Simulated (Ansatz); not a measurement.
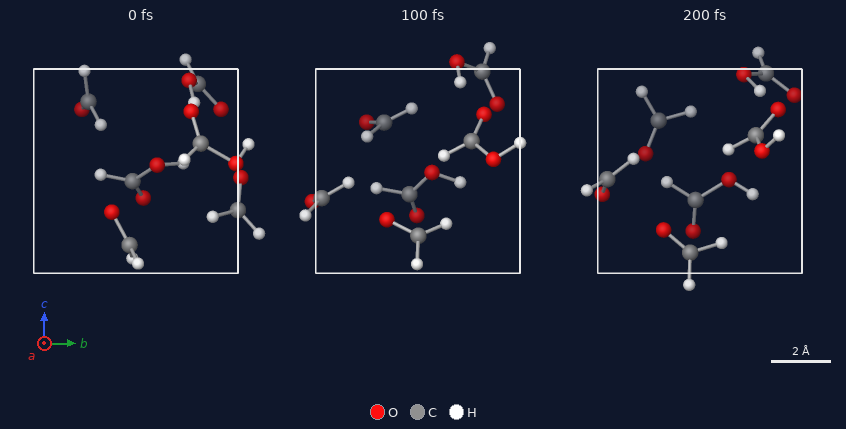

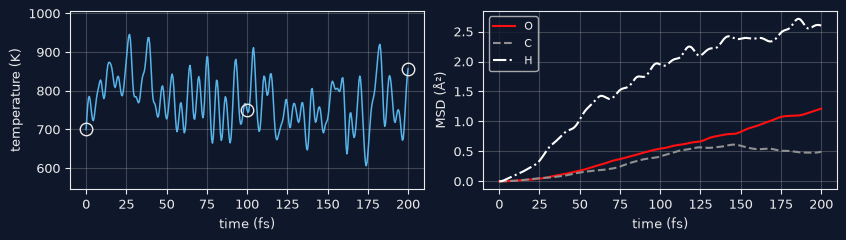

Molecular dynamics of a periodic cell with 3 HCOOH + 3 H2CO at 1.132 g/cm³, 200 fs long. It starts from the last geometry of an earlier run, with fresh velocities. Frames and the history of the run. Style: ball-and-stick. Shown: the simulation cell, along the a axis. Atoms that leave the cell re-enter on the other side.

These are results of DFT PBE-D3(BJ), scalar-relativistic, plane waves, PAW in Ansatz 0.2.0, not measurements. Set-up: plane-wave cutoff 420 eV; k-point mesh 1 × 1 × 1; Fermi-Dirac smearing 0.05 eV; low-accuracy preset; constant energy (NVE); velocities drawn for 700 K; time step 0.5 fs.

**What do the frames and curves show?**

The mean temperature in the second half is 757 K (standard deviation 62 K). The potential energy in the second half lies on average 7.2 meV per atom below the first frame. Root-mean-square distances from the starting positions over the second half, with the common drift of all atoms taken out: H 1.53 Å, O 0.93 Å, C 0.73 Å. The heavy atoms stay within a fraction of a molecule's size of their starting places, while the hydrogen atoms travel further, as molecules turn; so short a run doesn't tell a liquid from a solid. The total energy stays between −0.3 and 0.27 meV per atom of its start. A straight-line fit has a slope that amounts to +0.0064 meV per atom over 200 fs (under 0.1 % of the mean kinetic energy), and the ripple about it is 1.2 % of the kinetic energy's fluctuation. With a drift under 2 % and a ripple under 7 %, the integration is accurate.

Limits of the set-up: the program's low-accuracy preset was used; the periodic images lie only 6.9 Å apart, so the values are limited by the cell's size.
